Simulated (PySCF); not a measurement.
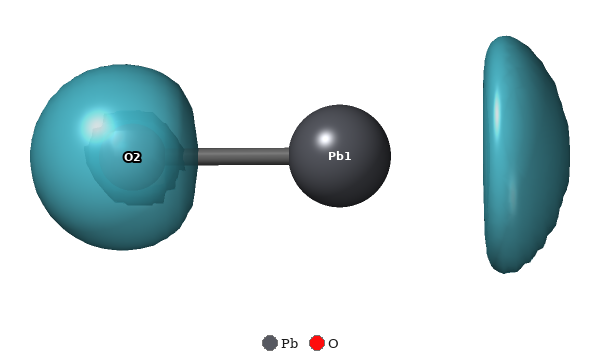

Figure. PbO. Isosurface of the ELF at 0.75 (cyan), seen from one side. Only the valence region is drawn (cores and ρ < 0.01 e/Å³ removed).

Core potentials replace the inner electrons of Pb.

Computed with PySCF, PBE0/cc-pVDZ(-PP), non-relativistic Hamiltonian with scalar-relativistic core potentials where named, at a bond length of 1.934 Å.

What do the ELF domains correspond to?

At this value the surface marks out one lobe on Pb, pointing away from the bonds (lone pairs) and one region wrapped around O (its valence shell). Profiles from the grid: Pb–O (1.93 Å): the ELF peaks at about 0.80 in the valence shell of O, 0.6 Å from its nucleus, and drops to about 0.15 between the two atoms.
